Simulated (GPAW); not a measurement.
# Optical response of WC (Qusongite), part 2 of 2

Aim: the dielectric function of WC (Qusongite), and the optical constants that follow from it.

GPAW 26.7.0; DFT, LDA, plane-wave PAW (GPAW data sets), scalar-relativistic, RPA, optical limit.

So far. Step 2 (Ground state): There are states at the Fermi level within the smearing, so the occupations stay smeared and the carriers get a Drude term.

## (4) Dielectric function, RPA (continued)

The loss function −Im 1/ε at q → 0 has structure finer than the step of the table below, so its rows give means over 1 eV, whole bins alone (the curve runs from 0.305 to 14.0 eV). Peaks (eV: height): E ∥ x 0.6: 0.143; E ∥ z 0.4: 0.138, 6.6: 0.0916, 10.7: 0.269.

Sum at mesh points, not converged in k. The loss function −Im 1/ε at q → 0 by energy loss; means over each step:

| energy loss (eV) | E ∥ x | E ∥ z |
| --- | --- | --- |
| 1 | 0.0481 | 0.0163 |
| 2 | 0.0250 | 0.0203 |
| 3 | 0.0351 | 0.0338 |
| 4 | 0.0511 | 0.0617 |
| 5 | 0.0768 | 0.0643 |
| 6 | 0.0951 | 0.0782 |
| 7 | 0.0822 | 0.0722 |
| 8 | 0.0874 | 0.0720 |
| 9 | 0.108 | 0.132 |
| 10 | 0.141 | 0.204 |
| 11 | 0.159 | 0.244 |
| 12 | 0.152 | 0.198 |
| 13 | 0.256 | 0.193 |

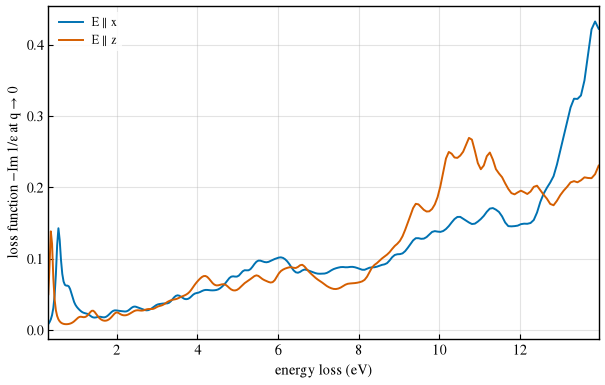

Loss function −Im 1/ε at q → 0, plotted against energy loss.

The reflectivity at normal incidence has structure finer than the step of the table below, so its rows give means over 1 eV, whole bins alone (the curve runs from 0.305 to 14.0 eV). Peaks (eV: height): E ∥ x 3.3: 46.2, 4.6: 46.9, 8.7: 51.6, 12.3: 58.4; E ∥ z 1.0: 45.6, 3.2: 50.0, 5.1: 46.0, 5.9: 46.8, 8.1: 61.8.

Sum at mesh points, not converged in k. The reflectivity at normal incidence by photon energy; means over each step:

| photon energy (eV) | E ∥ x (%) | E ∥ z (%) |
| --- | --- | --- |
| 1 | 34.8 | 42.1 |
| 2 | 41.3 | 45.1 |
| 3 | 44.0 | 48.6 |
| 4 | 44.7 | 44.6 |
| 5 | 43.6 | 43.3 |
| 6 | 36.8 | 43.4 |
| 7 | 41.4 | 44.8 |
| 8 | 46.4 | 58.7 |
| 9 | 50.1 | 52.5 |
| 10 | 47.1 | 42.1 |
| 11 | 46.6 | 31.6 |
| 12 | 54.0 | 35.7 |
| 13 | 50.1 | 42.2 |

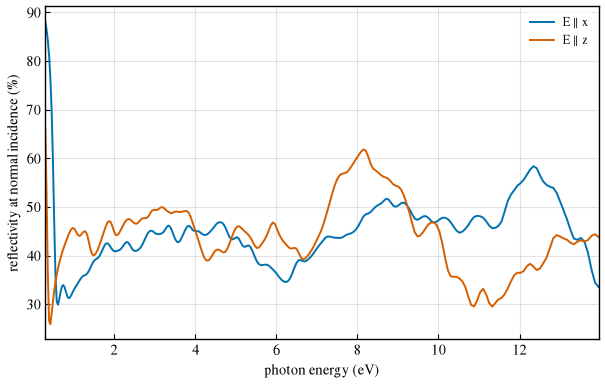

Reflectivity at normal incidence against photon energy.

The Im ε, E ∥ x has structure finer than the step of the table below, so its rows give means over 0.5 eV, whole bins alone (the curve runs from 0.305 to 14.0 eV). Peaks (eV: height): without local fields 3.34: 17.4, 3.81: 17.1, 7.21: 12.6; with local fields 3.34: 17.4, 3.85: 17.2, 7.15: 12.3.

Sum at mesh points, not converged in k. The Im ε, E ∥ x by photon energy; means over each step:

| photon energy (eV) | without local fields | with local fields |
| --- | --- | --- |
| 1.0 | 6.09 | 6.05 |
| 1.5 | 6.05 | 5.97 |
| 2.0 | 10.2 | 10.0 |
| 2.5 | 11.6 | 11.4 |
| 3.0 | 15.2 | 15.0 |
| 3.5 | 15.7 | 15.8 |
| 4.0 | 16.0 | 16.1 |
| 4.5 | 15.2 | 15.6 |
| 5.0 | 12.1 | 12.6 |
| 5.5 | 10.1 | 10.4 |
| 6.0 | 9.25 | 9.25 |
| 6.5 | 10.5 | 10.3 |
| 7.0 | 12.0 | 11.8 |
| 7.5 | 11.9 | 11.5 |
| 8.0 | 12.0 | 11.4 |
| 8.5 | 10.4 | 10.0 |
| 9.0 | 7.87 | 7.66 |
| 9.5 | 6.49 | 6.36 |
| 10.0 | 5.72 | 5.71 |
| 10.5 | 5.17 | 5.18 |
| 11.0 | 4.69 | 4.72 |
| 11.5 | 4.41 | 4.51 |
| 12.0 | 3.35 | 3.50 |
| 12.5 | 2.22 | 2.31 |
| 13.0 | 1.85 | 1.86 |
| 13.5 | 1.86 | 1.80 |

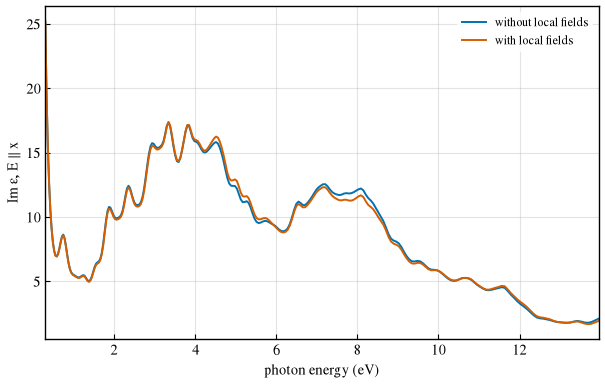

Im ε, E ∥ x against photon energy.

From ε follow the optical constants at some laser and lamp lines:

| wavelength (nm) | n x | k x | R (%) x | 1/α x | n z | k z | R (%) z | 1/α z |
| --- | --- | --- | --- | --- | --- | --- | --- | --- |
| 800 | 4.21 | 0.741 | 39.2 | 86 nm | 4.34 | 0.793 | 40.4 | 80 nm |
| 633 | 4.22 | 1.215 | 41.2 | 41 nm | 4.72 | 1.502 | 46.0 | 34 nm |
| 532 | 4.28 | 1.419 | 42.7 | 30 nm | 4.84 | 1.642 | 47.4 | 26 nm |
| 450 | 4.37 | 1.413 | 43.3 | 25 nm | 4.58 | 1.970 | 47.7 | 18 nm |
| 365 | 3.84 | 2.201 | 45.7 | 13 nm | 3.88 | 2.546 | 48.8 | 11 nm |
| 248 | 2.76 | 2.336 | 43.7 | 8.4 nm | 3.31 | 2.396 | 45.5 | 8.2 nm |
| 193 | 2.80 | 1.826 | 37.0 | 8.4 nm | 2.55 | 2.201 | 41.5 | 7.0 nm |

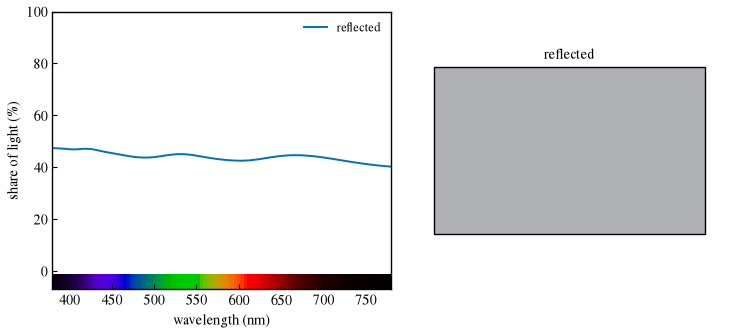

Light reflected across the visible range, with the colour that it makes of daylight (sRGB).

A polished face would reflect 44 % of daylight and look light grey (CIE x = 0.308, y = 0.326 under D65).

## (5) Outcome

**Reading.** At this level (LDA, RPA) WC is a metal. The mesh is too coarse to trust the carriers' weight, the reflectivity or the colour to better than tens of per cent. A polished face would reflect 44 % of daylight and look light grey (CIE x = 0.308, y = 0.326 under D65). The carriers' damping of 0.05 eV is typed, not computed; it shapes the response at the lowest energies. Spin-orbit coupling is left out although heavy atoms are present. In this version of GPAW the matrix elements of the optical limit are incomplete, which can lower ε − 1 by up to a tenth where first-row anions or d states rule, and shift it by more in d metals. GPAW's carrier term has the form −ωp²/(ω + i·rate)², which damps like twice the rate and fails at low energy, so the curves leave the lowest energies out. The sum runs over mesh points 0.18 Å⁻¹ apart with no interpolation, so peaks are partly noise of the mesh, and the Drude plasma energy, a sum over the Fermi surface, isn't converged.

[Hosts, paths, dates, database ids (printed as entryN), source tags and the programs' standing remarks are cut or masked in the printed files.]
